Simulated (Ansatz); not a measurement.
# Geometry relaxation of CH8OSSi

System: CH8OSSi.
Method: RKS LDA/def2-SVP (Ansatz 0.2.0).

It belongs to a series of runs on one base structure; here: end point B relaxed. Figures and captions count atoms from 1; the log counts them from 0 in places.

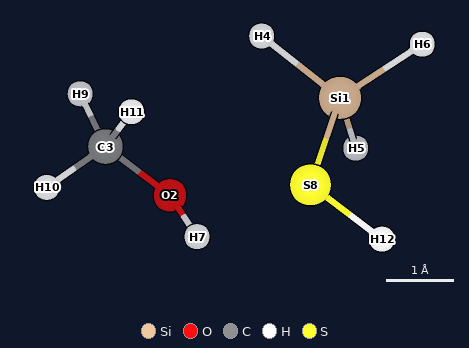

*The starting structure (ball-and-stick view, seen at a tilt; atoms are numbered from 1 in the order of the input).*

Bond lengths as drawn: C–H 1.11 to 1.12 Å, C–O 1.39 Å, H–O 0.98 Å, H–S 1.37 Å, H–Si 1.50 to 1.51 Å and S–Si 2.16 Å.

Summary:

| quantity | value |
| --- | --- |
| outcome | converged |
| total energy | −21823.8309 eV |
| mean-field energy | −21823.8309 eV |
| largest force (length of the vector) at the end | 0.025 eV/Å |
| hardware | 2 threads of AMD EPYC (Zen 5), 16 GiB of memory available, shared host |
| wall time | 2.7 s (CPU time 5 s) |
| peak memory | 0.17 GiB |

Input file:
```yaml
crystal:
  periodic: [false, false, false]
  atoms:
    - { symbol: Si, position_ang: [0.186901, 1.01616, 1.402073] }
    - { symbol: O, position_ang: [-0.367841, 0.155073, -1.488786] }
    - { symbol: C, position_ang: [-0.957757, -1.090696, -1.28806] }
    - { symbol: H, position_ang: [-1.04704, 0.16737, 1.296404] }
    - { symbol: H, position_ang: [0.14507, 2.215533, 0.499682] }
    - { symbol: H, position_ang: [0.334093, 1.48831, 2.826479] }
    - { symbol: H, position_ang: [0.5992, 0.042429, -1.407528] }
    - { symbol: S, position_ang: [1.81839, -0.317958, 0.923503] }
    - { symbol: H, position_ang: [-2.062605, -0.949789, -1.255167] }
    - { symbol: H, position_ang: [-0.742214, -1.823372, -2.107107] }
    - { symbol: H, position_ang: [-0.664406, -1.57594, -0.317989] }
    - { symbol: H, position_ang: [2.75811, 0.672881, 0.916496] }
basis:
  gaussian: { orbitals: def2-SVP }
hamiltonian:
  xc: lda
relax:
  f_tol: 0.03
  max_steps: 50
output:
  orbitals: {}
```

Command:
```bash
ansatz run input.yaml --threads 2 --pin off --max-ram 3072MiB --backend cpu --events-out ev --progress --plain --runs-dir out
```

Log:
```
The last accepted step is kept in [file] (removed where the run ends without a failure and the disk answers)
Engine: ansatz 0.2.0, x86_64-unknown-linux-gnu
Functional definition: SPW92
  exchange = slater_x
  correlation = pw_c
1166 factors; their error is unknown
mean field evaluation 1: about -21817.5195 eV, gradient 5.2e1 eV
mean field evaluation 2: about -21802.2950 eV, gradient 1.0e2 eV
mean field evaluation 4: about -21823.7302 eV, gradient 6.8e0 eV
mean field evaluation 8: about -21823.8292 eV, gradient 8.3e-2 eV
mean field evaluation 16: about -21823.7608 eV, gradient 9.8e-5 eV
mean field -21823.76077629 eV, -802.0084158521 hartree, gradient 3.0e-5 eV, S^2 0.000000; 0 other end points of the search recorded, 0 dependent functions left out
the calculation of the forces begins
reference -21823.76081031 eV, -802.0084171025 hartree; 26, 26 occupied and 78, 78 virtual orbitals, 1166 factors
relax step   1: F+E_penalty+E_count = -21823.76077629 eV  Δ(F+E_penalty+E_count) = +0.000e0 eV  max|allowed force component| = 2.144e-1 eV/Å  Δτ_max = 0.0000 Å  (26 SCF iters, accepted)
these checks for a lower state are left out or cut short: starts, cluster_reference, orbital_swaps, neighbouring_geometries, increment
1166 factors; their error is unknown
mean field -21823.81908450 eV, -802.0105586395 hartree, gradient 1.2e-5 eV, S^2 0.000000; 0 other end points of the search recorded, 0 dependent functions left out
the calculation of the forces begins
reference -21823.81911808 eV, -802.0105598734 hartree; 26, 26 occupied and 78, 78 virtual orbitals, 1166 factors
relax step   2: F+E_penalty+E_count = -21823.81908450 eV  Δ(F+E_penalty+E_count) = -5.831e-2 eV  max|allowed force component| = 2.813e-1 eV/Å  Δτ_max = 0.1938 Å  (27 SCF iters, accepted)
these checks for a lower state are left out or cut short: starts, cluster_reference, orbital_swaps, neighbouring_geometries, increment
1166 factors; their error is unknown
mean field evaluation 32: about -21823.8236 eV, gradient 1.7e-5 eV
mean field -21823.82359152 eV, -802.0107242694 hartree, gradient 1.7e-5 eV, S^2 0.000000; 0 other end points of the search recorded, 0 dependent functions left out
the calculation of the forces begins
reference -21823.82362507 eV, -802.0107255023 hartree; 26, 26 occupied and 78, 78 virtual orbitals, 1166 factors
relax step   3: F+E_penalty+E_count = -21823.82359152 eV  Δ(F+E_penalty+E_count) = -4.507e-3 eV  max|allowed force component| = 2.168e-1 eV/Å  Δτ_max = 0.1149 Å  (27 SCF iters, accepted)
these checks for a lower state are left out or cut short: starts, cluster_reference, orbital_swaps, neighbouring_geometries, increment
1166 factors; their error is unknown
mean field -21823.83024403 eV, -802.0109687446 hartree, gradient 1.2e-5 eV, S^2 0.000000; 0 other end points of the search recorded, 0 dependent functions left out
the calculation of the forces begins
reference -21823.83027758 eV, -802.0109699776 hartree; 26, 26 occupied and 78, 78 virtual orbitals, 1166 factors
relax step   4: F+E_penalty+E_count = -21823.83024403 eV  Δ(F+E_penalty+E_count) = -6.653e-3 eV  max|allowed force component| = 7.533e-2 eV/Å  Δτ_max = 0.0450 Å  (28 SCF iters, accepted)
these checks for a lower state are left out or cut short: starts, cluster_reference, orbital_swaps, neighbouring_geometries, increment
1166 factors; their error is unknown
mean field -21823.83087056 eV, -802.0109917691 hartree, gradient 1.2e-5 eV, S^2 0.000000; 0 other end points of the search recorded, 0 dependent functions left out
the calculation of the forces begins
reference -21823.83090409 eV, -802.0109930014 hartree; 26, 26 occupied and 78, 78 virtual orbitals, 1166 factors
relax step   5: F+E_penalty+E_count = -21823.83087056 eV  Δ(F+E_penalty+E_count) = -6.265e-4 eV  max|allowed force component| = 2.334e-2 eV/Å  Δτ_max = 0.0139 Å  (29 SCF iters, accepted)
1166 factors; their error is unknown
mean field evaluation 64: about -21823.8309 eV, gradient 2.5e-4 eV
```

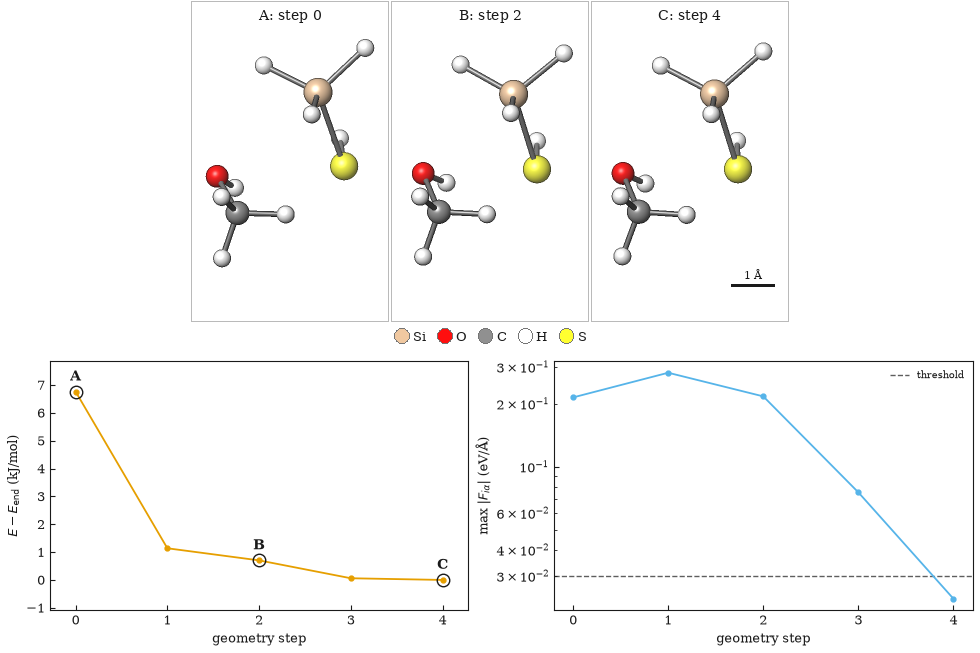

*Frames of the relaxation (ball-and-stick view, seen at an oblique angle) above the curves, on which the letters mark them (the first geometry is step 0 here and step 1 in the log).*

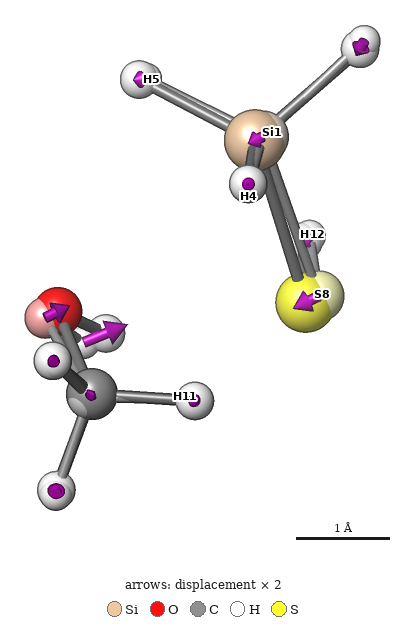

*Start (faint) and end (solid) with the displacements as pink arrows, magnified 2 times (ball-and-stick view, seen at an oblique angle). The two geometries are laid on each other by the best rigid fit.*

Over 4 geometry steps the energy falls by 6.76 kJ/mol. The largest force component goes from 0.21 to 0.023 eV/Å. The atom that moves furthest after the best rigid fit is H7 (0.26 Å). Largest moves by element: H 0.26 Å, S 0.16 Å, O 0.16 Å, Si 0.10 Å, C 0.05 Å. Among the contacts that change: Si1–S8 2.161 → 2.173 Å, O2–H7 0.977 → 0.988 Å. (Atoms are counted from 1 in the order of the input.)

```
mean field -21823.83087056 eV, -802.0109917691 hartree, gradient 1.2e-5 eV, S^2 0.000000; 1 other end points of the search recorded, 0 dependent functions left out
the calculation of the forces begins
reference -21823.83090409 eV, -802.0109930014 hartree; 26, 26 occupied and 78, 78 virtual orbitals, 1166 factors
Total energy: -21823.83090409 eV, -802.0109930014 hartree
Atom 0 at     0.139636     1.003493     1.320126 Å, force    -0.003526     0.023345    -0.000391 eV/Å
Atom 1 at    -0.307688     0.172149    -1.344864 Å, force    -0.015447    -0.005026    -0.012414 eV/Å
Atom 2 at    -0.931295    -1.069409    -1.252435 Å, force     0.014013     0.016121    -0.003925 eV/Å
Atom 3 at    -1.098603     0.158386     1.300654 Å, force     0.007206     0.000055     0.002692 eV/Å
Atom 4 at     0.075435     2.220548     0.444874 Å, force    -0.005476    -0.005838     0.006072 eV/Å
Atom 5 at     0.388624     1.454530     2.739657 Å, force     0.000810    -0.006565    -0.016015 eV/Å
Atom 6 at     0.651411     0.033509    -1.151355 Å, force    -0.005574    -0.011047     0.021441 eV/Å
Atom 7 at     1.764752    -0.331275     0.772599 Å, force     0.019247    -0.005999     0.006575 eV/Å
Atom 8 at    -2.032085    -0.913279    -1.276961 Å, force     0.006759    -0.004596     0.001442 eV/Å
Atom 9 at    -0.674441    -1.759092    -2.094925 Å, force    -0.002583     0.006882     0.005358 eV/Å
Atom 10 at    -0.698905    -1.609356    -0.295531 Å, force    -0.001455    -0.000145    -0.007683 eV/Å
Atom 11 at     2.723060     0.639796     0.838161 Å, force    -0.013974    -0.007187    -0.003152 eV/Å
Dipole moment:     0.157104    -0.008775     0.064557 e Å
```

Trajectory as extended XYZ (Å, eV, eV/Å), 5 frames, from step=1 to step=5:
```
12
Properties=species:S:1:pos:R:3:forces:R:3 step=1 energy=-21823.76078
Si    0.1869    1.0162    1.4021   -0.0766  -0.0254  -0.0825
O    -0.3678    0.1551   -1.4888   -0.1190   0.0003   0.1121
C    -0.9578   -1.0907   -1.2881   -0.0520   0.0094   0.0001
H    -1.0470    0.1674    1.2964    0.0251   0.0080   0.0131
H     0.1451    2.2155    0.4997    0.0117  -0.0044  -0.0016
H     0.3341    1.4883    2.8265    0.0062   0.0065  -0.0046
H     0.5992    0.0424   -1.4075    0.2144  -0.0420   0.1763
S     1.8184   -0.3180    0.9235   -0.0914   0.0192  -0.1969
H    -2.0626   -0.9498   -1.2552    0.0782  -0.0130  -0.0117
H    -0.7422   -1.8234   -2.1071   -0.0093   0.0144   0.0235
H    -0.6644   -1.5759   -0.3180    0.0127   0.0348  -0.0347
H     2.7581    0.6729    0.9165    0.0002  -0.0077   0.0069
12
Properties=species:S:1:pos:R:3:forces:R:3 step=2 energy=-21823.81908
Si    0.1572    1.0018    1.3364   -0.1867   0.0467  -0.0960
O    -0.3161    0.1736   -1.3556   -0.2813  -0.0925  -0.1018
C    -0.9368   -1.0717   -1.2460    0.0515   0.0738  -0.0052
H    -1.0724    0.1471    1.2537   -0.0081   0.0236   0.0489
H     0.1181    2.2127    0.4514   -0.0141   0.0235   0.0261
H     0.3272    1.4602    2.7648    0.0692  -0.0378  -0.0132
H     0.6468    0.0414   -1.2197    0.1805  -0.0707   0.1230
S     1.7732   -0.3249    0.7895    0.1558   0.0013   0.0140
H    -2.0390   -0.9155   -1.2409    0.0482   0.0130   0.0122
H    -0.7096   -1.7661   -2.0959    0.0218   0.0662   0.0479
H    -0.6787   -1.6097   -0.2933   -0.0046   0.0144  -0.0447
H     2.7299    0.6510    0.8556   -0.0323  -0.0614  -0.0111
12
Properties=species:S:1:pos:R:3:forces:R:3 step=3 energy=-21823.82359
Si    0.1263    1.0009    1.2993   -0.0090   0.1425   0.2168
O    -0.2976    0.1707   -1.3425   -0.1015  -0.0507  -0.0109
C    -0.9251   -1.0718   -1.2495    0.0466   0.0425  -0.0012
H    -1.1299    0.1770    1.3091    0.0753   0.0018  -0.0330
H     0.0596    2.2404    0.4549   -0.0103  -0.0331  -0.0089
H     0.4270    1.4191    2.7251   -0.0808   0.0157  -0.0962
H     0.6583    0.0401   -1.1211   -0.0235  -0.0568  -0.0367
S     1.7510   -0.3244    0.7512    0.1560  -0.1029  -0.0457
H    -2.0264   -0.9145   -1.2935    0.0484  -0.0033   0.0156
H    -0.6587   -1.7715   -2.0835    0.0090   0.0603   0.0546
H    -0.7069   -1.6021   -0.2819   -0.0175   0.0134  -0.0650
H     2.7224    0.6361    0.8324   -0.0926  -0.0293   0.0105
12
Properties=species:S:1:pos:R:3:forces:R:3 step=4 energy=-21823.83024
Si    0.1460    1.0050    1.3131   -0.0753   0.0185   0.0723
O    -0.3128    0.1708   -1.3409   -0.0091  -0.0220  -0.0142
C    -0.9343   -1.0732   -1.2535    0.0277   0.0302   0.0069
H    -1.0951    0.1622    1.2927    0.0215   0.0118   0.0070
H     0.0777    2.2306    0.4496    0.0093  -0.0185  -0.0081
H     0.3949    1.4482    2.7374    0.0024  -0.0126  -0.0489
H     0.6459    0.0368   -1.1390   -0.0193  -0.0237  -0.0079
S     1.7684   -0.3309    0.7662    0.0445   0.0285   0.0051
H    -2.0356   -0.9191   -1.2851    0.0206  -0.0072   0.0055
H    -0.6712   -1.7626   -2.0951    0.0001   0.0255   0.0222
H    -0.7060   -1.6124   -0.2944   -0.0103   0.0047  -0.0259
H     2.7222    0.6446    0.8490   -0.0119  -0.0353  -0.0138
12
Properties=species:S:1:pos:R:3:forces:R:3 step=5 energy=-21823.83087
Si    0.1396    1.0035    1.3201   -0.0035   0.0233  -0.0004
O    -0.3077    0.1721   -1.3449   -0.0154  -0.0050  -0.0124
C    -0.9313   -1.0694   -1.2524    0.0140   0.0161  -0.0039
H    -1.0986    0.1584    1.3007    0.0072   0.0001   0.0027
H     0.0754    2.2205    0.4449   -0.0055  -0.0058   0.0061
H     0.3886    1.4545    2.7397    0.0008  -0.0066  -0.0160
H     0.6514    0.0335   -1.1514   -0.0056  -0.0110   0.0214
S     1.7648   -0.3313    0.7726    0.0192  -0.0060   0.0066
H    -2.0321   -0.9133   -1.2770    0.0068  -0.0046   0.0014
H    -0.6744   -1.7591   -2.0949   -0.0026   0.0069   0.0054
H    -0.6989   -1.6094   -0.2955   -0.0015  -0.0001  -0.0077
H     2.7231    0.6398    0.8382   -0.0140  -0.0072  -0.0032
```

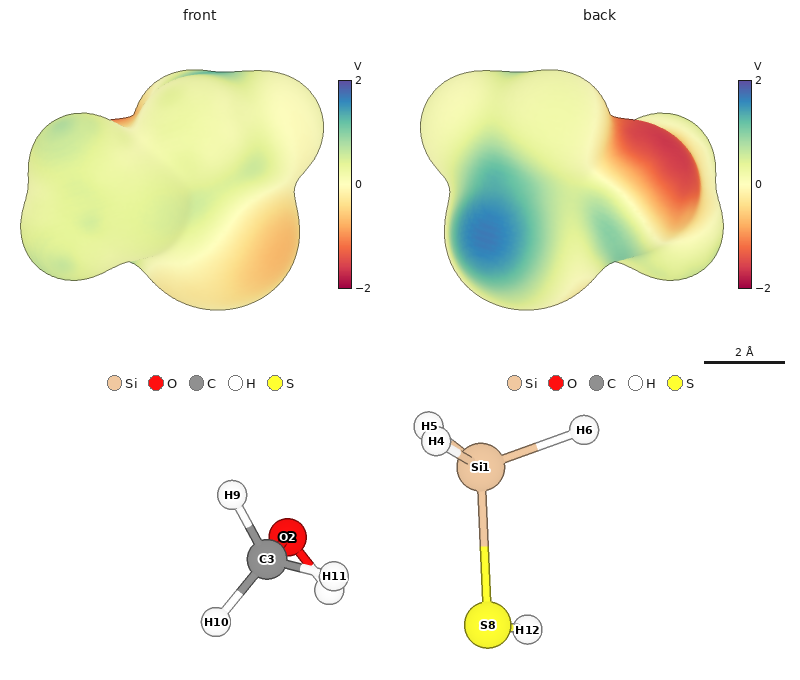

*The electrostatic potential painted on the density surface at 0.002 e/bohr³, seen at a tilt and from behind; the colour scale runs from red (negative) to blue (positive). The bare structure is drawn below in the same view.*

A positive charge is drawn to the negative regions and a negative charge to the positive ones.

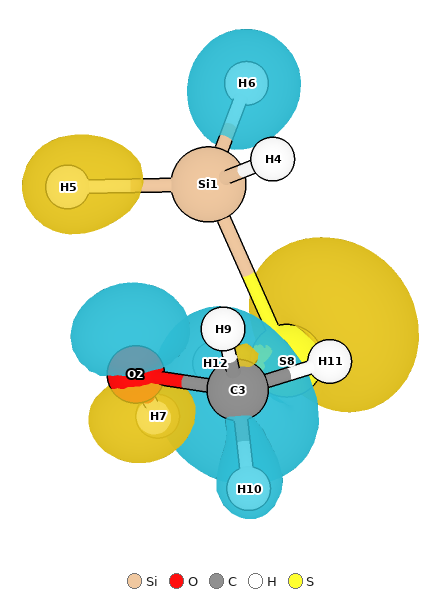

*One frontier orbital at ±0.15 Å⁻³ᐟ² (yellow and cyan are the two phases), seen at an oblique angle.*

The HOMO−1, at −6.38 eV. By Hirshfeld shares it lies mainly on S8 (50 %), O2 (15 %) and Si1 (10 %).
